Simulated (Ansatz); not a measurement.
# GeS: basis-set convergence

Aim: see how fast density functionals converge with the basis set for GeS.

The runs use Ansatz 0.2.0, Gaussian basis; one geometry, several basis sets.

Plan: PBE0-D4/def2-SVP; ωB97M-V/def2-SVP; PBE0-D4/def2-QZVPP; ωB97M-V/def2-QZVPP; the functionals' def2-TZVPP values are taken from earlier runs.

## (1) The geometry

An earlier PBE0-D4 in a triple-zeta def2 set relaxation fixed the geometry.

SMILES `[S+]#[Ge-]`, 2 atoms, charge 0, spin multiplicity 1.

Atoms are counted from 1 here; the program's logs count them from 0.

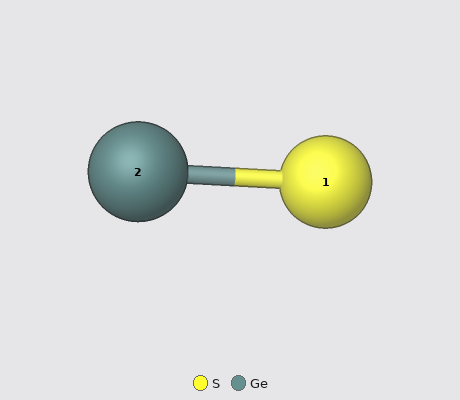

The geometry (sulfur yellow, germanium teal); atoms are numbered from 1 in the order of the file.

## (2) PBE0-D4 in def2-SVP

in.yaml reads:

```yaml
crystal:
  periodic: [false, false, false]
  atoms:
    - {symbol: S, position_ang: [-0.000000, -0.000000, -0.001135]}
    - {symbol: Ge, position_ang: [0.000000, 0.000000, 2.013221]}
basis:
  gaussian: {orbitals: def2-SVP}
hamiltonian: {xc: pbe0, dispersion: d4}
output: {orbitals: {seedname: orbitals}}
```

Command:

```sh
$ ansatz run in.yaml --threads 2 --pin off --events-out ev --progress --plain --max-ram 32768MiB --backend cpu
```

The runs that follow: ωB97M-V in def2-SVP; PBE0-D4 in def2-QZVPP; ωB97M-V in def2-QZVPP.

Q: Predict the results of all the runs planned. Wanted: PBE0-D4: double and triple zeta above quadruple; ωB97M-V: double and triple zeta above quadruple.

**Answer**, as computed:

| quantity | value |
| --- | --- |
| PBE0-D4: double and triple zeta above quadruple | 12.36, 1.55 eV |
| ωB97M-V: double and triple zeta above quadruple | 12.25, 1.50 eV |

In words: For PBE0-D4 the step from double to triple zeta gains 10.81 eV and the next only 1.55 eV. Total energies overstate the basis error of differences, where much of it tends to cancel.
